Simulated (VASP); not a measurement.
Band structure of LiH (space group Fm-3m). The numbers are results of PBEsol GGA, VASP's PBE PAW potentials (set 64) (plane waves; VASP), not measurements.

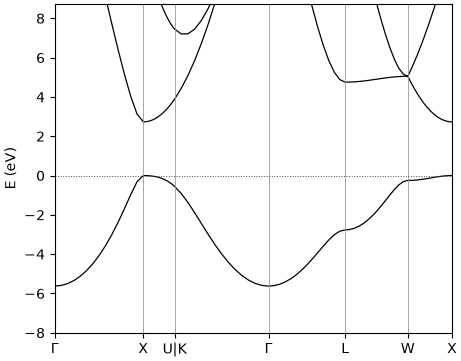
*Bands along high-symmetry lines, zero at the valence-band maximum or, without a gap, the Fermi level*

**Question.** Read the plot: is there a gap, and where are the band edges?

**Answer.** The gap is direct, 2.73 eV, from the valence maximum at X to the conduction minimum at X. (Edges off the drawn lines would not show.)

The structure comes from a measured LiH entry (Fm-3m) of the Crystallography Open Database, whose conditions weren't checked. It was relaxed first, which changed the volume by -7 %.
